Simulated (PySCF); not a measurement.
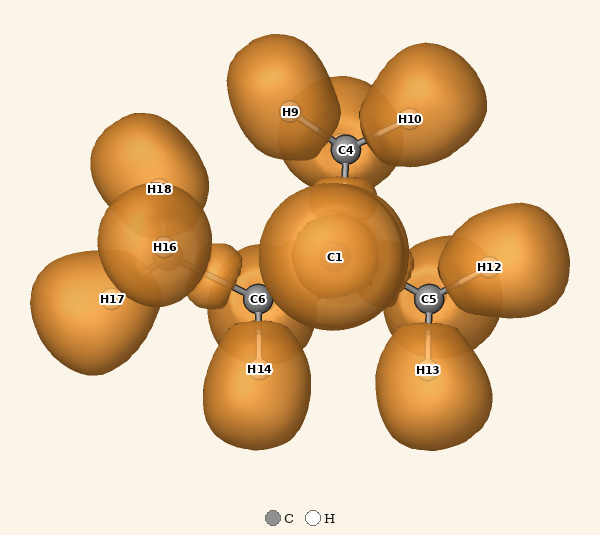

Figure 1: C₇H₁₁ (doublet). Isosurface of the ELF at 0.75 (orange), seen across its widest extent. Only the valence region is drawn (cores and ρ < 0.01 e/Å³ removed).

Geometry: GFN2-xTB.

These are results of UKS B3LYP, pcH-1 on C H, non-relativistic, mean-field spin-orbit, GIAO in PySCF, not measurements.

```yaml
atoms:
  - { symbol: C, position_ang: [1.0979, 2.5805, -0.4792] }
  - { symbol: C, position_ang: [0.4514, 1.5858, -0.3416] }
  - { symbol: C, position_ang: [-0.3347, 0.3485, -0.1611] }
  - { symbol: C, position_ang: [-0.8640, 0.3270, 1.2724] }
  - { symbol: C, position_ang: [-1.4969, 0.3907, -1.1562] }
  - { symbol: C, position_ang: [0.5764, -0.8511, -0.4662] }
  - { symbol: C, position_ang: [1.7751, -0.9800, 0.4665] }
  - { symbol: H, position_ang: [-1.3620, -0.6212, 1.4683] }
  - { symbol: H, position_ang: [-0.0568, 0.4539, 1.9887] }
  - { symbol: H, position_ang: [-1.5793, 1.1329, 1.4212] }
  - { symbol: H, position_ang: [-2.1182, -0.4955, -1.0355] }
  - { symbol: H, position_ang: [-2.1128, 1.2717, -0.9885] }
  - { symbol: H, position_ang: [-1.1265, 0.4196, -2.1787] }
  - { symbol: H, position_ang: [0.9367, -0.7533, -1.4932] }
  - { symbol: H, position_ang: [-0.0288, -1.7605, -0.4115] }
  - { symbol: H, position_ang: [2.3284, -0.0438, 0.4967] }
  - { symbol: H, position_ang: [2.4404, -1.7631, 0.1096] }
  - { symbol: H, position_ang: [1.4649, -1.2360, 1.4765] }
```

Q: Describe the localisation domains.

A: The ELF exceeds this value in five regions between bonded C–C atoms (shared pairs), eleven regions around hydrogen nuclei and one region on C in which the atom's valence shell and bonds are merged. Along the contacts the grid gives the following. C–C (1.19 Å): the ELF peaks at about 0.80 between the atoms (a short, multiple covalent bond). C–H (1.09 Å): the ELF climbs to about 1 towards the hydrogen, as it does in any bond to H (an ordinary covalent bond to hydrogen).
